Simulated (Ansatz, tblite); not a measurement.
# Ge10H16 off sphere (Ge₁₀H₁₄): removing and adding an electron

Aim: the energy of removing and adding an electron for Ge10H16 off sphere (Ge₁₀H₁₄), by energy differences, and how well orbital energies stand in for it.

Program: Ansatz 0.2.0, Gaussian basis. Level of theory: as each input shows. These are calculated values, not measurements.

Levels to be run: charge +1 doublet, at the geometry of the singlet (PBE0-D4/def2-TZVP, PBE-D4/def2-TZVP, r2SCAN-D4/def2-TZVP); charge -1 doublet, at the geometry of the singlet (PBE0-D4/def2-TZVP, PBE-D4/def2-TZVP, r2SCAN-D4/def2-TZVP); the starting singlet's energies come from earlier runs.

**1. The geometry**

The geometry is that of the singlet, from an earlier relaxation (PBE-D4/def2-SVP).

24 atoms, charge 0, spin multiplicity 1.

Atoms are counted from 1 here; the program's logs count them from 0.

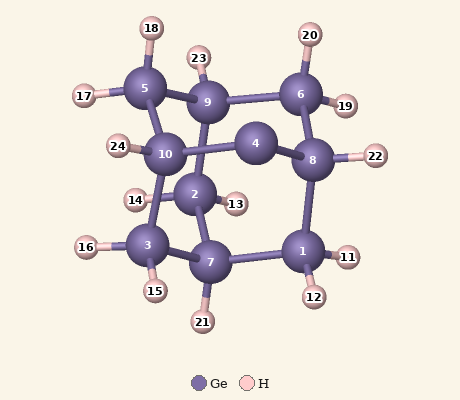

The geometry (germanium purple, hydrogen pink); atoms are numbered from 1 in the order of the file.

**2. Charge +1 doublet at the fixed geometry, PBE0-D4/def2-TZVP**

in.yaml reads:

```yaml
crystal:
  periodic: [false, false, false]
  atoms:
    - {symbol: Ge, position_ang: [0.003223, -2.761505, 0.310107]}
    - {symbol: Ge, position_ang: [-0.001373, -0.005841, -2.589891]}
    - {symbol: Ge, position_ang: [-2.762626, -0.000073, 0.306394]}
    - {symbol: Ge, position_ang: [-0.004247, 0.003041, 3.472879]}
    - {symbol: Ge, position_ang: [-0.001096, 2.763518, 0.299770]}
    - {symbol: Ge, position_ang: [2.762118, 0.002050, 0.304177]}
    - {symbol: Ge, position_ang: [-1.403366, -1.406415, -1.157710]}
    - {symbol: Ge, position_ang: [1.311925, -1.305635, 1.809242]}
    - {symbol: Ge, position_ang: [1.401581, 1.401563, -1.165415]}
    - {symbol: Ge, position_ang: [-1.310996, 1.314708, 1.804157]}
    - {symbol: H, position_ang: [0.992771, -3.647432, -0.506299]}
    - {symbol: H, position_ang: [-0.896094, -3.714871, 1.153624]}
    - {symbol: H, position_ang: [0.890159, -0.898903, -3.502704]}
    - {symbol: H, position_ang: [-0.892814, 0.882207, -3.507634]}
    - {symbol: H, position_ang: [-3.713411, -0.900642, 1.151516]}
    - {symbol: H, position_ang: [-3.651512, 0.985138, -0.511982]}
    - {symbol: H, position_ang: [-0.988499, 3.651354, -0.517120]}
    - {symbol: H, position_ang: [0.902232, 3.715388, 1.140770]}
    - {symbol: H, position_ang: [3.650266, -0.987103, -0.510297]}
    - {symbol: H, position_ang: [3.713603, 0.906804, 1.144046]}
    - {symbol: H, position_ang: [-2.321737, -2.327319, -2.020967]}
    - {symbol: H, position_ang: [2.283765, -2.275178, 2.568021]}
    - {symbol: H, position_ang: [2.319203, 2.318267, -2.033945]}
    - {symbol: H, position_ang: [-2.283076, 2.286870, 2.559262]}
basis:
  gaussian: {orbitals: def2-TZVP, fitting: {mean_field: def2-universal-jkfit}}
total_charge: 1
magnetization: {spin_polarized: true, initial_magnetization: 1}
hamiltonian: {xc: pbe0, dispersion: d4}
scf: {omitted_lower_state_checks: [starts]}
output: {orbitals: {seedname: orbitals}}
```

Command:

```sh
$ ansatz run in.yaml --threads 4 --pin off --events-out ev --progress --plain --max-ram 46080MiB --backend cuda --devices 0, --max-vram 37GiB
```

Standard output:

```text
Functional definition: PBE0
  name "PBE0"
  cite "Adamo & Barone, J. Chem. Phys. 110, 6158 (1999) doi:10.1063/1.478522"
  cite "Perdew, Burke & Ernzerhof, Phys. Rev. Lett. 77, 3865 (1996) doi:10.1103/PhysRevLett.77.3865"
  parent pbe
  parameter a = 0.25
  parameter kappa = 0.804
  parameter beta = 0.06672455060314922
  exchange = (1 - a)*pbe_x(kappa = kappa, mu = beta*pi^2/3) + a*exact_x
  correlation = pbe_c(beta = beta)
these checks for a lower state are left out or cut short: starts
2912 factors; integrals over basis functions are off by at most 6.3e-1 eV
mean field evaluation 1: about -565332.1276 eV, gradient 3.2e1 eV
mean field evaluation 2: about -565292.8168 eV, gradient 6.9e1 eV
mean field evaluation 4: about -565336.1625 eV, gradient 3.8e0 eV
mean field evaluation 8: about -565336.2733 eV, gradient 6.7e-1 eV
mean field evaluation 16: about -565336.2749 eV, gradient 8.0e-4 eV
mean field -565336.27486273 eV, -20775.7249025153 hartree, gradient 6.1e-5 eV, S^2 0.755851; 0 other end points of the search recorded, 0 dependent functions left out
reference -565336.27492066 eV, -20775.7249046440 hartree; 167, 166 occupied and 397, 398 virtual orbitals, 2912 factors
Total energy: -565337.44107440 eV, -20775.7677600034 hartree
Checks for a lower state left out: starts
```

It took 6 s on 1 × H100 (card shared with other runs) with 4 threads of AMD EPYC 7R13, shared host; peak host memory 1.1 GiB.

HOMO -10.73 eV, LUMO -8.80 eV (over both spins); ⟨S²⟩ 0.756 (pure: 0.75).

**3. Charge +1 doublet at the fixed geometry, PBE-D4/def2-TZVP**

start.molden holds the orbitals of an earlier run on this state, given as this run's starting guess.

Changes to in.yaml since step 2:

```diff
@@ -28,6 +28,6 @@
 basis:
-  gaussian: {orbitals: def2-TZVP, fitting: {mean_field: def2-universal-jkfit}}
+  gaussian: {orbitals: def2-TZVP, fitting: {mean_field: def2-universal-jkfit}, initial_orbitals: start.molden}
 total_charge: 1
 magnetization: {spin_polarized: true, initial_magnetization: 1}
-hamiltonian: {xc: pbe0, dispersion: d4}
+hamiltonian: {xc: pbe, dispersion: d4}
 scf: {omitted_lower_state_checks: [starts]}
```

Same command.

Standard output:

```text
Functional definition: PBE
  name "PBE"
  cite "Perdew, Burke & Ernzerhof, Phys. Rev. Lett. 77, 3865 (1996) doi:10.1103/PhysRevLett.77.3865"
  parent pbe
  parameter kappa = 0.804
  parameter beta = 0.06672455060314922
  exchange = pbe_x(kappa = kappa, mu = beta*pi^2/3)
  correlation = pbe_c(beta = beta)
these checks for a lower state are left out or cut short: starts
2912 factors; integrals over basis functions are off by at most 6.3e-1 eV
mean field evaluation 1: about -565320.8957 eV, gradient 1.8e1 eV
mean field evaluation 2: about -565321.4455 eV, gradient 6.7e-1 eV
mean field evaluation 4: about -565321.4272 eV, gradient 1.0e-1 eV
mean field evaluation 8: about -565321.4273 eV, gradient 2.5e-5 eV
mean field -565321.42731773 eV, -20775.1792653006 hartree, gradient 2.5e-5 eV, S^2 0.752752; 0 other end points of the search recorded, 0 dependent functions left out
reference -565321.42739689 eV, -20775.1792682096 hartree; 167, 166 occupied and 397, 398 virtual orbitals, 2912 factors
Total energy: -565322.72105006 eV, -20775.2268090866 hartree
Checks for a lower state left out: starts
```

Wall time 4.8 s (1 × H100 (card shared with other runs) with 4 threads of AMD EPYC 7R13, shared host); peak host memory 1.1 GiB.

HOMO -9.73 eV, LUMO -9.26 eV (over both spins); ⟨S²⟩ 0.753 (pure: 0.75).

**4. Charge +1 doublet at the fixed geometry, r2SCAN-D4/def2-TZVP**

Changes to in.yaml since step 3:

```diff
@@ -31,3 +31,3 @@
 magnetization: {spin_polarized: true, initial_magnetization: 1}
-hamiltonian: {xc: pbe, dispersion: d4}
+hamiltonian: {xc: r2scan, dispersion: d4}
 scf: {omitted_lower_state_checks: [starts]}
```

Launched as before.

Standard output:

```text
Functional definition: r2SCAN
  name "r2SCAN"
  cite "Furness, Kaplan, Ning, Perdew & Sun, J. Phys. Chem. Lett. 11, 8208 (2020) doi:10.1021/acs.jpclett.0c02405"
  cite "Furness, Kaplan, Ning, Perdew & Sun, J. Phys. Chem. Lett. 11, 9248 (2020) doi:10.1021/acs.jpclett.0c03077"
  parent r2scan
  parameter k0 = 0.174
  parameter k1 = 0.065
  parameter a1 = 4.9479
  exchange = r2scan_x(k0 = k0, k1 = k1, a1 = a1)
  correlation = r2scan_c
these checks for a lower state are left out or cut short: starts
2912 factors; integrals over basis functions are off by at most 6.3e-1 eV
mean field evaluation 1: about -565405.0558 eV, gradient 1.2e1 eV
mean field evaluation 2: about -565405.2779 eV, gradient 3.2e-1 eV
mean field evaluation 4: about -565405.2957 eV, gradient 1.4e-2 eV
mean field -565405.29565524 eV, -20778.2613698560 hartree, gradient 5.3e-5 eV, S^2 0.756943; 0 other end points of the search recorded, 0 dependent functions left out
reference -565405.29568057 eV, -20778.2613707867 hartree; 167, 166 occupied and 397, 398 virtual orbitals, 2912 factors
Total energy: -565405.62073508 eV, -20778.2733163197 hartree
Checks for a lower state left out: starts
```

Wall time 5.5 s (1 × H100 (card shared with other runs) with 4 threads of AMD EPYC 7R13, shared host); peak host memory 1.3 GiB.

HOMO -10.05 eV, LUMO -9.25 eV (over both spins); ⟨S²⟩ 0.757 (pure: 0.75).

**5. Vertical ionisation energy**

Charged state less starting state, singlet to doublet; the starting state's energies are those of its earlier runs.

```tsv
level	vertical ionisation energy (eV)	time
PBE-D4/def2-TZVP	+7.43	8.6 s
r2SCAN-D4/def2-TZVP	+7.52	9.2 s
PBE0-D4/def2-TZVP	+7.62	12 s
```

Times add the two runs; a level without a time comes out of a correlated run.

Beside −ε(HOMO) of the starting state:

```tsv
level	−ε(HOMO) (eV)	by difference (eV)	mismatch (eV)
PBE-D4/def2-TZVP	5.46	7.43	-1.97
r2SCAN-D4/def2-TZVP	5.68	7.52	-1.85
PBE0-D4/def2-TZVP	6.33	7.62	-1.29
```

**6. Charge -1 doublet at the fixed geometry, PBE0-D4/def2-TZVP**

Changes to in.yaml since step 4:

```diff
@@ -28,6 +28,6 @@
 basis:
-  gaussian: {orbitals: def2-TZVP, fitting: {mean_field: def2-universal-jkfit}, initial_orbitals: start.molden}
-total_charge: 1
+  gaussian: {orbitals: def2-TZVP, fitting: {mean_field: def2-universal-jkfit}}
+total_charge: -1
 magnetization: {spin_polarized: true, initial_magnetization: 1}
-hamiltonian: {xc: r2scan, dispersion: d4}
+hamiltonian: {xc: pbe0, dispersion: d4}
 scf: {omitted_lower_state_checks: [starts]}
```

The command is unchanged.

Standard output, shortened:

```text
Functional definition: PBE0
  name "PBE0"
  cite "Adamo & Barone, J. Chem. Phys. 110, 6158 (1999) doi:10.1063/1.478522"
  cite "Perdew, Burke & Ernzerhof, Phys. Rev. Lett. 77, 3865 (1996) doi:10.1103/PhysRevLett.77.3865"
  parent pbe
[...]
2912 factors; integrals over basis functions are off by at most 6.3e-1 eV
[...]
mean field -565346.19320885 eV, -20776.0893950122 hartree, gradient 5.2e-5 eV, S^2 0.754952; 0 other end points of the search recorded, 0 dependent functions left out
reference -565346.19326586 eV, -20776.0893971073 hartree; 168, 167 occupied and 396, 397 virtual orbitals, 2912 factors
Total energy: -565347.45758297 eV, -20776.1358599041 hartree
Checks for a lower state left out: starts
```

Run time: 5.5 s. Hardware: 1 × H100 (card shared with other runs) with 4 threads of AMD EPYC 7R13, shared host; peak host memory 1.1 GiB.

From the report: HOMO -1.05 eV, LUMO 1.53 eV (over both spins); ⟨S²⟩ 0.755 (pure: 0.75).

**7. Charge -1 doublet at the fixed geometry, PBE-D4/def2-TZVP**

Changes to in.yaml since step 6:

```diff
@@ -28,6 +28,6 @@
 basis:
-  gaussian: {orbitals: def2-TZVP, fitting: {mean_field: def2-universal-jkfit}}
+  gaussian: {orbitals: def2-TZVP, fitting: {mean_field: def2-universal-jkfit}, initial_orbitals: start.molden}
 total_charge: -1
 magnetization: {spin_polarized: true, initial_magnetization: 1}
-hamiltonian: {xc: pbe0, dispersion: d4}
+hamiltonian: {xc: pbe, dispersion: d4}
 scf: {omitted_lower_state_checks: [starts]}
```

Same command.

Standard output:

```text
Functional definition: PBE
  name "PBE"
  cite "Perdew, Burke & Ernzerhof, Phys. Rev. Lett. 77, 3865 (1996) doi:10.1103/PhysRevLett.77.3865"
  parent pbe
  parameter kappa = 0.804
  parameter beta = 0.06672455060314922
  exchange = pbe_x(kappa = kappa, mu = beta*pi^2/3)
  correlation = pbe_c(beta = beta)
these checks for a lower state are left out or cut short: starts
2912 factors; integrals over basis functions are off by at most 6.3e-1 eV
mean field evaluation 1: about -565330.5691 eV, gradient 1.8e1 eV
mean field evaluation 2: about -565331.0977 eV, gradient 6.6e-1 eV
mean field evaluation 4: about -565331.0672 eV, gradient 6.3e-2 eV
mean field evaluation 8: about -565331.0672 eV, gradient 1.9e-5 eV
mean field -565331.06723867 eV, -20775.5335258609 hartree, gradient 1.9e-5 eV, S^2 0.753407; 0 other end points of the search recorded, 0 dependent functions left out
reference -565331.06731188 eV, -20775.5335285513 hartree; 168, 167 occupied and 396, 397 virtual orbitals, 2912 factors
Total energy: -565332.47016427 eV, -20775.5850824256 hartree
Checks for a lower state left out: starts
```

It took 4.8 s on 1 × H100 (card shared with other runs) with 4 threads of AMD EPYC 7R13, shared host; peak host memory 1.1 GiB.

From the report: HOMO -0.24 eV, LUMO 0.71 eV (over both spins); ⟨S²⟩ 0.753 (pure: 0.75).

**8. Charge -1 doublet at the fixed geometry, r2SCAN-D4/def2-TZVP**

Changes to in.yaml since step 7:

```diff
@@ -31,3 +31,3 @@
 magnetization: {spin_polarized: true, initial_magnetization: 1}
-hamiltonian: {xc: pbe, dispersion: d4}
+hamiltonian: {xc: r2scan, dispersion: d4}
 scf: {omitted_lower_state_checks: [starts]}
```

The command is unchanged.

Standard output:

```text
Functional definition: r2SCAN
  name "r2SCAN"
  cite "Furness, Kaplan, Ning, Perdew & Sun, J. Phys. Chem. Lett. 11, 8208 (2020) doi:10.1021/acs.jpclett.0c02405"
  cite "Furness, Kaplan, Ning, Perdew & Sun, J. Phys. Chem. Lett. 11, 9248 (2020) doi:10.1021/acs.jpclett.0c03077"
  parent r2scan
  parameter k0 = 0.174
  parameter k1 = 0.065
  parameter a1 = 4.9479
  exchange = r2scan_x(k0 = k0, k1 = k1, a1 = a1)
  correlation = r2scan_c
these checks for a lower state are left out or cut short: starts
2912 factors; integrals over basis functions are off by at most 6.3e-1 eV
mean field evaluation 1: about -565415.0265 eV, gradient 1.2e1 eV
mean field evaluation 2: about -565415.2392 eV, gradient 3.1e-1 eV
mean field evaluation 4: about -565415.2536 eV, gradient 1.5e-3 eV
mean field -565415.25363285 eV, -20778.6273187835 hartree, gradient 1.3e-5 eV, S^2 0.756906; 0 other end points of the search recorded, 0 dependent functions left out
reference -565415.25365780 eV, -20778.6273197003 hartree; 168, 167 occupied and 396, 397 virtual orbitals, 2912 factors
Total energy: -565415.61434537 eV, -20778.6405747239 hartree
Checks for a lower state left out: starts
```

Run time: 5.5 s. Hardware: 1 × H100 (card shared with other runs) with 4 threads of AMD EPYC 7R13, shared host; peak host memory 1.3 GiB.

From the report: HOMO -0.51 eV, LUMO 0.99 eV (over both spins); ⟨S²⟩ 0.757 (pure: 0.75).

**9. Vertical electron affinity**

Starting state less charged state (positive: the electron is bound), singlet to doublet; the starting state's energies are those of its earlier runs.

```tsv
level	vertical electron affinity (eV)	time
PBE-D4/def2-TZVP	+2.32	8.5 s
r2SCAN-D4/def2-TZVP	+2.47	9.1 s
PBE0-D4/def2-TZVP	+2.39	11 s
```

Times add the two runs; a level without a time comes out of a correlated run.

Beside −ε(LUMO) of the starting state:

```tsv
level	−ε(LUMO) (eV)	by difference (eV)	mismatch (eV)
PBE-D4/def2-TZVP	4.20	2.32	+1.88
r2SCAN-D4/def2-TZVP	4.19	2.47	+1.72
PBE0-D4/def2-TZVP	3.54	2.39	+1.14
```

**10. Results**

| quantity | value |
| --- | --- |
| vertical ionisation energy, functionals in def2-TZVP | 7.43 (PBE-D4) to 7.62 eV (PBE0-D4) |
| vertical electron affinity, functionals in def2-TZVP | 2.32 (PBE-D4) to 2.47 eV (r2SCAN-D4) |

In words: The vertical ionisation energy spans 7.43 to 7.62 eV over the functionals. −ε(HOMO) misses the level's own difference by -1.29 eV at best (PBE0-D4) and -1.97 eV at worst (PBE-D4). The vertical electron affinity spans 2.32 to 2.47 eV over the functionals. −ε(LUMO) misses the level's own difference by +1.14 eV at best (PBE0-D4) and +1.88 eV at worst (PBE-D4).
